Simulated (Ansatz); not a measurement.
ClCuH2O (SMILES [OH2+][Cu-][Cl])

```yaml
atoms:
  - { symbol: O, position_ang: [-0.6394, 0.7228, -0.3456] }
  - { symbol: Cu, position_ang: [0.7043, -0.4057, 0.4541] }
  - { symbol: Cl, position_ang: [2.1346, -1.6425, 1.2991] }
  - { symbol: H, position_ang: [-1.5521, 0.4726, -0.1370] }
  - { symbol: H, position_ang: [-0.5973, 0.7791, -1.3122] }
```

The calculation used RKS r2SCAN-D4/def2-SVP in Ansatz 0.2.0.

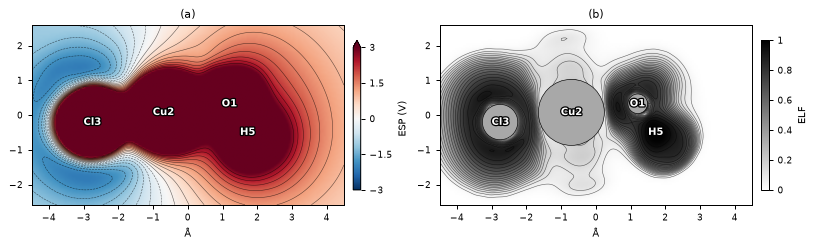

Figure 1. (a) electrostatic potential; (b) ELF on the plane of atoms Cu2, O1 and H5. Grey discs cover the atomic cores in the ELF map.

Interpret the plot.

The plane passes through O, Cu, Cl and H nuclei. Cu–O (1.93 Å): the ELF peaks at about 0.90 in the valence shell of O, 0.6 Å from its nucleus, and is about 0.10 at the midpoint. Cu–Cl (2.07 Å): the ELF peaks at about 0.80 in the valence shell of Cl, 0.8 Å from its nucleus, and is about 0.40 at the midpoint. O–H (0.97 Å): the ELF climbs to about 1 towards the hydrogen, as it does in any bond to H; an ordinary covalent bond to hydrogen. Outside the dense part of the molecule the potential is most negative (−2.1 V) near Cl3.

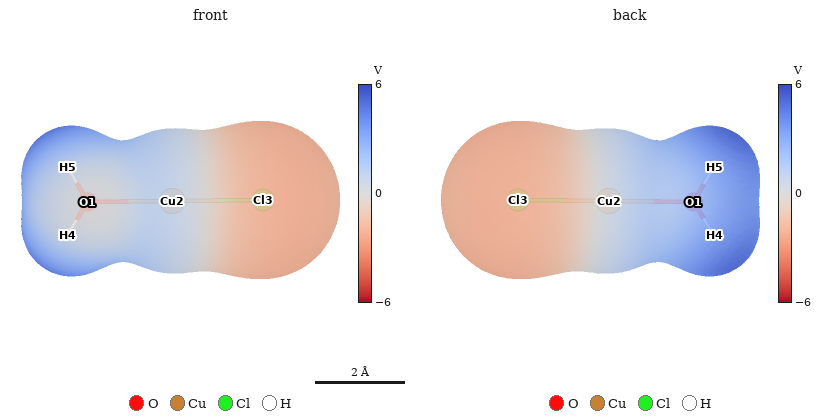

Figure 2. The molecular electrostatic potential painted on the density surface at 0.004 e/bohr³, seen from the front and from behind; the colour scale runs from red (negative) to blue (positive).

Where is the surface potential most negative and most positive?

The most negative region (about −2.1 V) lies over Cl3, the most positive (about +5.0 V) over H4 and H5.

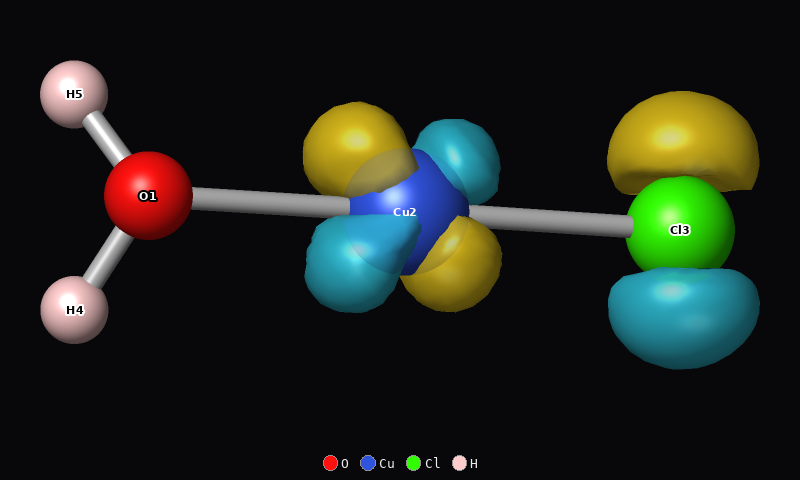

Figure 3. The HOMO−1 at ±0.3 Å⁻³ᐟ² (yellow and cyan are the two phases), seen at a tilt.

Describe this orbital and give its energy.

It lies mainly on Cu2 (about 60 %) and Cl3 (about 40 %). Its energy is −4.76 eV.
